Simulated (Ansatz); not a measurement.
**SiPH4 (SMILES [SiH2]P) at 6 levels**

Aim: a comparison of 6 runs (U-r2SCAN/STO-3G, UBHLYP/STO-3G, UPBE/STO-3G, UMP2/STO-3G, UCCSDTQ/STO-3G, UCCSD(T)/STO-3G) of SiPH4. 

Program for the calculation: Ansatz 0.2.0.

47 further runs of the same task are left out: 47 set aside as unsound or not needed.

## (1) The structure to begin with

The species is SiPH4 (6 atoms), meant as a doublet with charge 0. As SMILES, `[SiH2]P`. The H3–Si1 distance was set to 3.666 Å, away from the relaxed value. At this shape a bond of the SMILES string is far longer than usual.

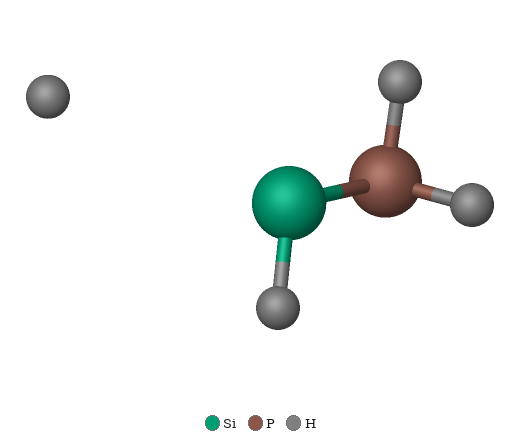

Viewed from a chosen angle; silicon teal, phosphorus brown, hydrogen grey.

## (2) The energy at U-r2SCAN/STO-3G (run 1)

run.yaml

```yaml
crystal:
  periodic: [false, false, false]
  atoms:
    - {symbol: Si, position_ang: [0.768494, 0.121775, -1.893570]}
    - {symbol: P, position_ang: [0.302804, 2.277895, -1.646690]}
    - {symbol: H, position_ang: [-0.300620, -1.724700, 1.087920]}
    - {symbol: H, position_ang: [0.062214, -0.406415, -3.065210]}
    - {symbol: H, position_ang: [1.076154, 2.725045, -2.704210]}
    - {symbol: H, position_ang: [1.298324, 2.545875, -0.722780]}
basis:
  gaussian:
    orbitals: STO-3G
total_charge: 0
accuracy: high
magnetization:
  spin_polarized: true
  initial_magnetization: 1
hamiltonian:
  xc: r2scan
```

Command:

```
$ ansatz run run.yaml --threads 1 --pin off --max-ram 2610MiB --events-out events.jsonl --progress --plain --runs-dir runs
```

Standard output:

```text
Warning: RAYON_NUM_THREADS=1 ignored (pool sized by the plan → 1); use --threads N
Functional definition: r2SCAN
  name "r2SCAN"
  parameter k0 = 0.174
  parameter k1 = 0.065
  parameter a1 = 4.9479
  exchange = r2scan_x(k0 = k0, k1 = k1, a1 = a1)
  correlation = r2scan_c
386 factors; integrals over basis functions are off by at most 2.6e-9 eV
mean field evaluation 1: about -17017.5347 eV, gradient 1.2e1 eV
mean field evaluation 2: about -17010.7779 eV, gradient 1.8e1 eV
mean field evaluation 4: about -17017.8265 eV, gradient 9.1e0 eV
mean field evaluation 8: about -17018.1305 eV, gradient 8.5e0 eV
mean field evaluation 16: about -17027.2991 eV, gradient 1.5e-2 eV
mean field evaluation 32: about -17027.3150 eV, gradient 3.8e-5 eV
mean field -17027.31502988 eV, -625.7422858194 hartree, gradient 2.4e-8 eV, S^2 0.952717; 4 other end points of the search recorded, 0 dependent functions left out
reference -17027.31503112 eV, -625.7422858650 hartree; 17, 16 occupied and 5, 6 virtual orbitals, 386 factors
Total energy: -17027.31503112 eV, -625.7422858650 hartree
```

Run time: 7.2 s. Hardware: 1 thread of AMD EPYC 9R14 (Zen 4), shared host; peak memory 0.27 GiB.

## (3) The energy at UBHLYP/STO-3G (run 2)

job.yaml

```yaml
crystal:
  periodic: [false, false, false]
  atoms:
    - {symbol: Si, position_ang: [0.768494, 0.121775, -1.893570]}
    - {symbol: P, position_ang: [0.302804, 2.277895, -1.646690]}
    - {symbol: H, position_ang: [-0.300620, -1.724700, 1.087920]}
    - {symbol: H, position_ang: [0.062214, -0.406415, -3.065210]}
    - {symbol: H, position_ang: [1.076154, 2.725045, -2.704210]}
    - {symbol: H, position_ang: [1.298324, 2.545875, -0.722780]}
basis:
  gaussian:
    orbitals: STO-3G
magnetization:
  spin_polarized: true
  initial_magnetization: 1
accuracy: high
hamiltonian:
  xc: {name: BHLYP}
```

Command:

```
$ ansatz run job.yaml --threads 1 --pin off --max-ram 2610MiB --events-out events.jsonl --progress --plain --runs-dir runs
```

Standard output:

```text
Warning: RAYON_NUM_THREADS=1 ignored (pool sized by the plan → 1); use --threads N
Functional definition: BHLYP
  name "BHLYP"
  parameter a = 0.5
  exchange = (1 - a)*b88_x + a*exact_x
  correlation = lyp_c
386 factors; integrals over basis functions are off by at most 2.6e-9 eV
mean field evaluation 1: about -17019.3013 eV, gradient 9.4e0 eV
mean field evaluation 2: about -17013.3249 eV, gradient 1.4e1 eV
mean field evaluation 4: about -17024.3050 eV, gradient 1.3e1 eV
mean field evaluation 8: about -17028.6559 eV, gradient 9.9e-2 eV
mean field evaluation 16: about -17028.6518 eV, gradient 3.3e-3 eV
mean field evaluation 32: about -17028.5380 eV, gradient 1.0e0 eV
mean field -17028.66381356 eV, -625.7918527053 hartree, gradient 1.7e-8 eV, S^2 0.881251; 4 other end points of the search recorded, 0 dependent functions left out
reference -17028.66383601 eV, -625.7918535304 hartree; 17, 16 occupied and 5, 6 virtual orbitals, 386 factors
Total energy: -17028.66383601 eV, -625.7918535304 hartree
```

Wall time 3.6 s (1 thread of AMD EPYC 9R14 (Zen 4), shared host); peak memory 0.16 GiB.

Runs 3 to 5 aren't shown in full; the table further down has their settings and results.

## (4) The energy at UCCSD(T)/STO-3G (run 6)

in.yaml

```yaml
basis:
  gaussian: {orbitals: STO-3G}
crystal:
  periodic: [false, false, false]
  atoms:
    - {symbol: Si, position_ang: [0.768494, 0.121775, -1.893570]}
    - {symbol: P, position_ang: [0.302804, 2.277895, -1.646690]}
    - {symbol: H, position_ang: [-0.300620, -1.724700, 1.087920]}
    - {symbol: H, position_ang: [0.062214, -0.406415, -3.065210]}
    - {symbol: H, position_ang: [1.076154, 2.725045, -2.704210]}
    - {symbol: H, position_ang: [1.298324, 2.545875, -0.722780]}
magnetization: {spin_polarized: true, initial_magnetization: 1}
correlation: {method: ccsd_t, frozen_orbitals: {H: 0, P: 5, Si: 5}}
accuracy: high
scf: {omitted_lower_state_checks: [cluster_reference, increment]}
```

Command:

```
$ ansatz run in.yaml --threads 1 --pin off --max-ram 2610MiB --events-out events.jsonl --progress --plain --runs-dir runs
```

Standard output:

```text
Warning: RAYON_NUM_THREADS=1 ignored (pool sized by the plan → 1); use --threads N
[... 14 lines left out ...]
10 core orbitals not correlated: weight in the atoms' cores, before any rotation towards them, 1.000 or more for the frozen orbitals, at most 0.000 for the correlated occupied ones
[... 39 lines left out ...]
Total energy: -16999.90345084 eV, -624.7349288698 hartree
Checks for a lower state left out: cluster_reference, increment
```

Wall time 0.44 s (1 thread of AMD EPYC 9R14 (Zen 4), shared host).

## (5) The series

```tsv
run	level	frozen core orbitals	energy (Eh)	⟨S²⟩	wall time
1	U-r2SCAN/STO-3G	–	-625.742286	0.953	7.2 s
2	UBHLYP/STO-3G	–	-625.791854	0.881	3.6 s
3	UPBE/STO-3G	–	-625.444887	0.785	2.6 s
4	UMP2/STO-3G	10	-624.701810	1.132	0.34 s
5	UCCSDTQ/STO-3G	10	-624.735335	1.132	40 s
6	UCCSD(T)/STO-3G	10	-624.734929	1.132	0.44 s
```

## (6) What came out

| quantity | value |
| --- | --- |
| run 6: total energy | -624.73493 Eh |
| run 6: correlation energy (10 core orbitals frozen) | -90.9 mEh |
| run 6: (T) correction | -0.81 mEh |
| run 6: ⟨S²⟩ of the reference determinant | 1.132 |
| run 6: T1 diagnostic | 0.078 |

**Reading.** Totals of different functionals can't be ranked against each other. In runs 1, 2, 3, 4, 5, 6 the basis is minimal, so the values are rough. Spin contamination of the reference: run 4 ⟨S²⟩ = 1.13, run 5 ⟨S²⟩ = 1.13, run 6 ⟨S²⟩ = 1.13, run 1 ⟨S²⟩ = 0.95, run 2 ⟨S²⟩ = 0.88. All runs together took 54 s, the longest 40 s.
